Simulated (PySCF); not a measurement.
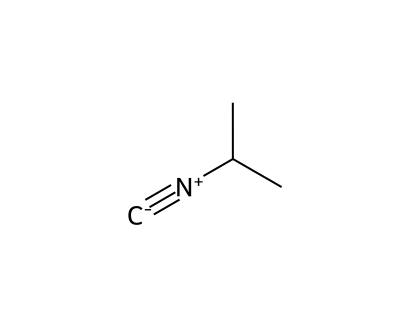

2D structure.

**Transcribe the drawing into SMILES.**

[C-]#[N+]C(C)C

**What is the molecular formula?**

C4H7N.

**An optimisation with GFN2-xTB gave a structure of which point group?**

Cs.

More results for the same structure follow; atom numbers are the same in all pictures, views and colours differ. Computed geometry: GFN2-xTB optimisation. No frequency run is at hand to confirm it as a minimum.

**Shape**

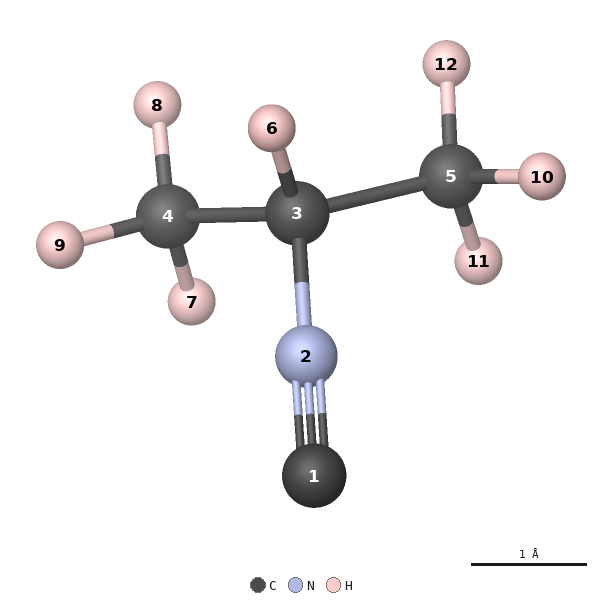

The atoms are numbered. No frequency run is at hand to confirm it as a minimum.

Give the bond lengths.

| bond | length (Å) | order |
| --- | --- | --- |
| C1–N2 | 1.162 | triple |
| N2–C3 | 1.406 | single |
| C3–C4 | 1.529 | single |
| C3–C5 | 1.529 | single |
| C3–H6 | 1.099 | single |
| C4–H7 | 1.088 | single |
| C4–H8 | 1.087 | single |
| C4–H9 | 1.088 | single |
| C5–H10 | 1.088 | single |
| C5–H11 | 1.088 | single |
| C5–H12 | 1.087 | single |

**NMR shielding**

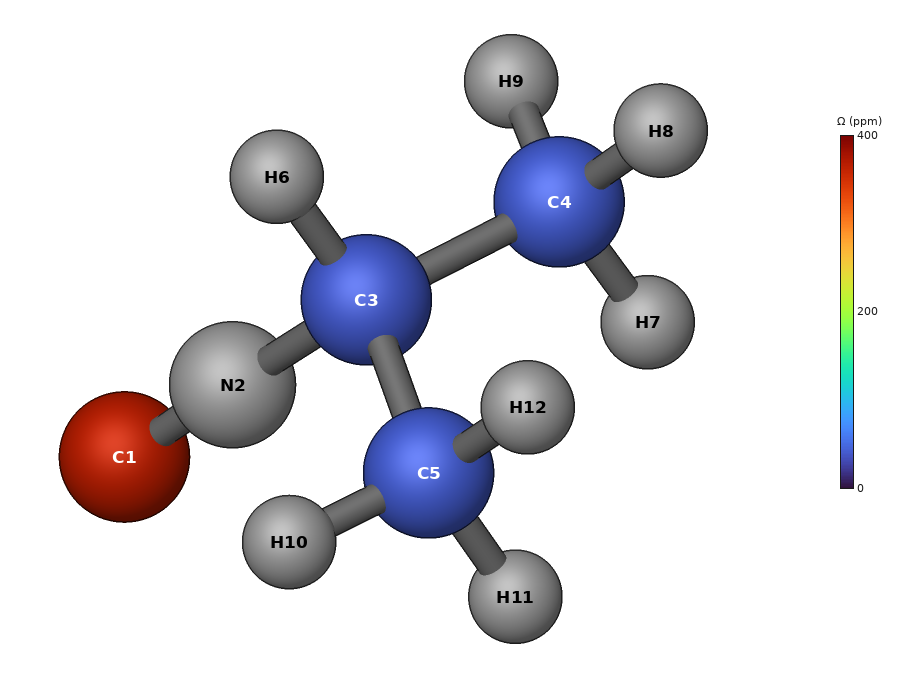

The C atoms are coloured by the span of their shielding tensor. No frequency run is at hand to confirm it as a minimum. Method: GIAO PBE0/pcSseg-1 NMR shielding, non-relativistic, gas phase (PySCF 2.14.0). Principal shieldings σ11 ≤ σ22 ≤ σ33, span Ω = σ33 − σ11, skew κ = 3(σiso − σ22)/Ω.

**Which C atom has the most anisotropic shielding?**

C1, with a span of 367 ppm.

Give the shielding tensors of the C atoms.

```tsv
atom	σ11	σ22	σ33	σiso	Ω	κ
C1	−115.9	−114.0	250.6	6.9	366.6	0.99
C3	125.2	138.2	166.7	143.4	41.5	0.38
C4, C5	142.5	151.4	185.9	160.0	43.4	0.59
```

Shieldings and span in ppm.

**Charges**

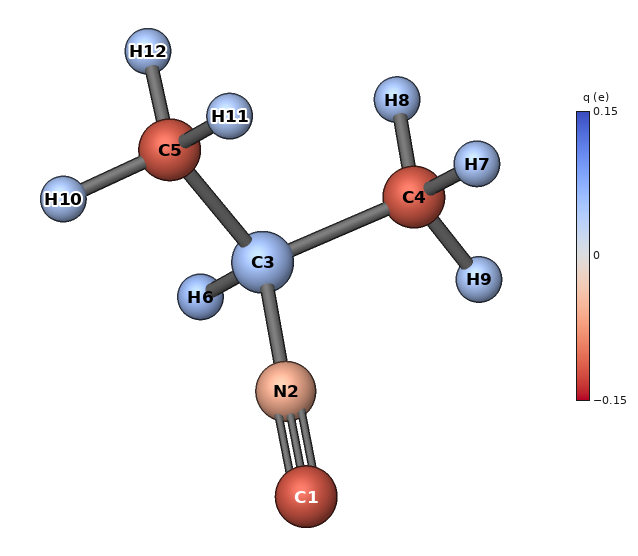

Atoms are coloured by their Hirshfeld charges. No frequency run is at hand to confirm it as a minimum. Level of theory: PBE0/pcSseg-1, gas phase (PySCF 2.14.0).

**Which atom carries the highest charge (most positive or least negative)?**

H6 (0.06 e).

**And the lowest?**

C1 (−0.12 e).

Give the Hirshfeld charges atom by atom.

```csv
atom,value (e)
C1,−0.12
N2,−0.06
C3,0.05
C4,−0.11
C5,−0.11
H6,0.06
H7,0.05
H8,0.05
H9,0.05
H10,0.05
H11,0.05
H12,0.05
```

**Electronic properties**

No frequency run is at hand to confirm it as a minimum. Method: PBE0/pcSseg-1, gas phase (PySCF 2.14.0).

Computed properties:

- dipole moment: 3.89 D
- HOMO energy (Kohn–Sham orbital): −8.47 eV
- LUMO energy (Kohn–Sham orbital): 0.77 eV
- HOMO–LUMO gap: 9.24 eV
